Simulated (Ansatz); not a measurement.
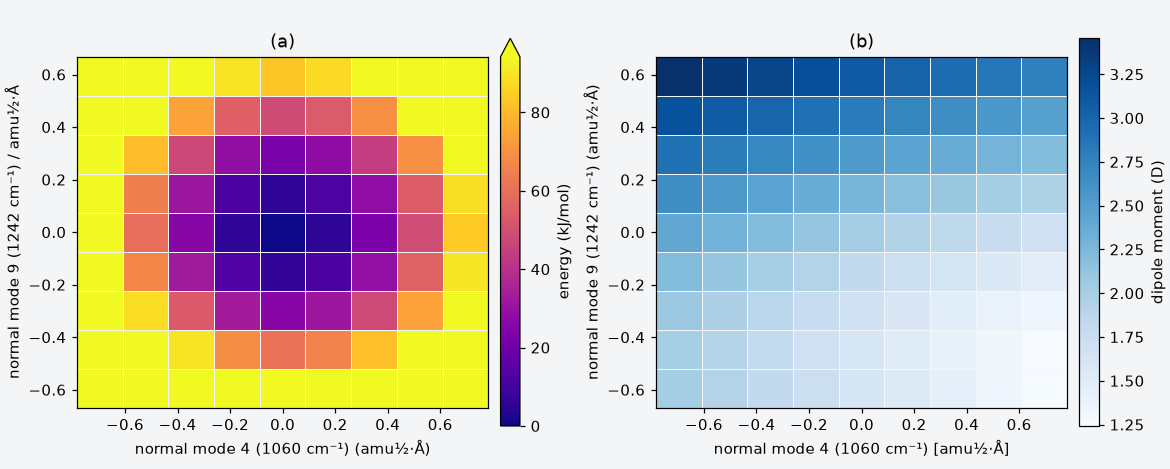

C2H3FO2, SMILES FC1OCO1. The first coordinate is: normal mode 4 (1060 cm⁻¹); the second: normal mode 9 (1242 cm⁻¹). Nothing is relaxed (straight displacements along the two mass-weighted modes). The grid has 9 × 9 points. Points are written as (first, second). Energies: kJ/mol, counted from the lowest grid point. Level of theory: Ansatz, RHF/def2-SVP.

Panel (a) is the energy; panel (b) is the computed dipole moment, in D.

In the figure: one coloured cell a grid point, one colour for all values above the top of the scale.

### How does the dipole moment vary over the map, and what is it at the lowest grid point?

Leaving out the highest fifth of the energies, it runs from 1.32 D at (0.696 amu½·Å, −0.297 amu½·Å) to 3.28 D at (−0.348 amu½·Å, 0.594 amu½·Å). At the lowest grid point, (0.000 amu½·Å, 0.000 amu½·Å), it is 2.03 D.
